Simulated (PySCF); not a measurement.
# C4O5S4W ([WO(dto)2]-): the cost of one run

Computed with PySCF 2.14.0 and routines of our own; the level stands in each step. Atoms count from 0.

1 further run of the same task is left out (for a known fault of the program).

## Step 1: The starting structure

14 atoms, charge -1, multiplicity 2; geometry from: GFN2-xTB.

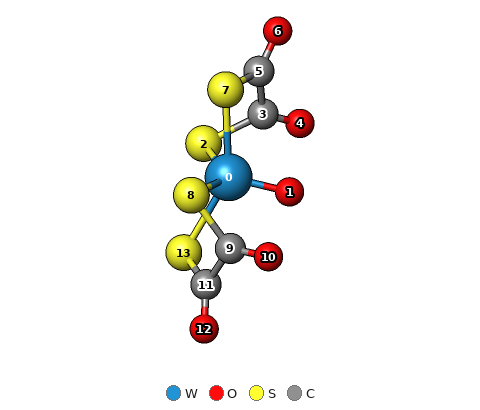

The starting geometry (tungsten blue, oxygen red, sulfur yellow, carbon grey); sticks join atoms by distance alone.

## Step 2: Open-shell or spin-flip excitations: unrestricted TDA wB97X-D/def2-SVP W:def2-TZVP

The job: settings as JSON, then the geometry in Å.

```
{"job": {"kind": "uabs", "xc": "wB97X-D", "basis": {"default": "def2-SVP", "W": "def2-TZVP"}, "nstates": 6, "tda": true, "scf": {"conv": 1e-11, "fallback": true}}, "charge": -1, "multiplicity": 2}
W     -0.014840    -0.005680    -0.254430
O      0.023990    -0.003580     1.420500
S      2.199090     0.107690    -1.124840
C      2.184540     1.306100     0.226780
O      2.796900     1.124750     1.244960
C      1.515370     2.620110    -0.152370
O      1.999240     3.694850     0.075170
S     -0.057480     2.348640    -0.894290
S     -2.236700    -0.108400    -1.100330
C     -2.166200    -1.303300     0.254180
O     -2.733510    -1.111340     1.298670
C     -1.527260    -2.622690    -0.149650
O     -2.008680    -3.696030     0.089800
S      0.025540    -2.351130    -0.934160
```

Level: unrestricted TDA wB97X-D/def2-SVP W:def2-TZVP, vertical, gas phase, core orbitals frozen in the response.

Command:

```sh
> OMP_NUM_THREADS=2 python excited_run.py task.json out
```

This one command runs all jobs of the session in turn.

**Question.** How long does this job take on 2 threads of Arm Neoverse N1, shared host, and how much memory does it need?

About 6.6 min, with a peak of 1.4 GiB.
